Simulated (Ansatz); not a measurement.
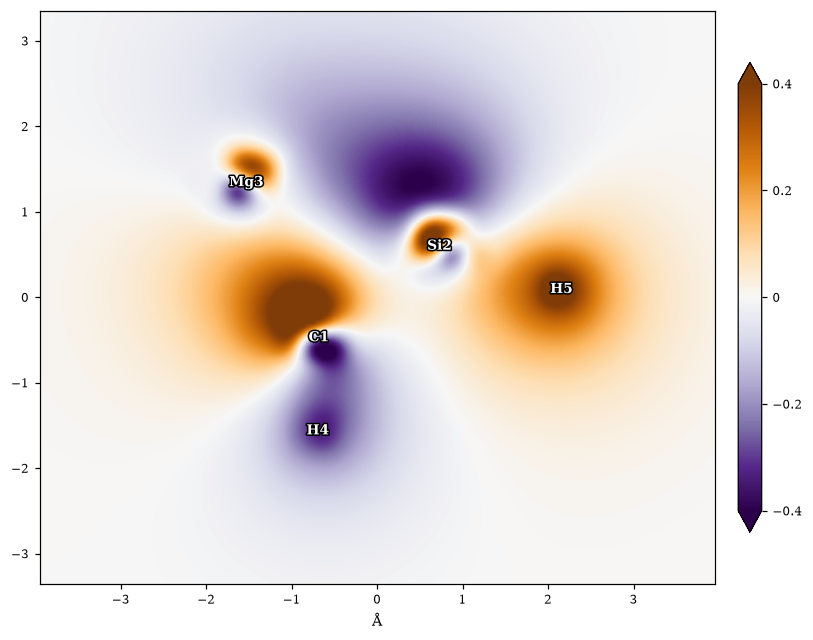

*CH$_{2}$MgSi. The HOMO on the molecular plane (values in Å⁻³ᐟ²; the overall sign is arbitrary).*

Geometry: PBE0-D4/def2-TZVP.

Level of theory: RKS PBE0-D4/def2-TZVPP (Ansatz).

Input

```
crystal:
  periodic: [false, false, false]
  atoms:
    - {symbol: C, position_ang: [-0.533616, -0.622030, -0.115436]}
    - {symbol: Si, position_ang: [0.657531, 0.661763, 0.163638]}
    - {symbol: Mg, position_ang: [0.964255, -1.609530, 0.770145]}
    - {symbol: H, position_ang: [-1.515550, -0.535676, -0.580650]}
    - {symbol: H, position_ang: [0.427380, 2.105475, -0.237697]}
basis:
  gaussian: {orbitals: def2-TZVPP}
hamiltonian: {xc: pbe0, dispersion: d4}
output: {orbitals: {seedname: orbitals}}
```

Launched as:

```sh
ansatz run in.yaml --threads 2 --pin off --events-out ev --progress --plain --max-ram 4352MiB
```

### Where does this orbital lie, and at what energy?

It lies mainly on Si2 (about 45 %), C1 (about 20 %), Mg3 (about 20 %) and H5 (about 10 %); it is symmetric in the molecular plane (an in-plane orbital: σ, lone-pair or in-plane π type). Its energy is −5.74 eV.
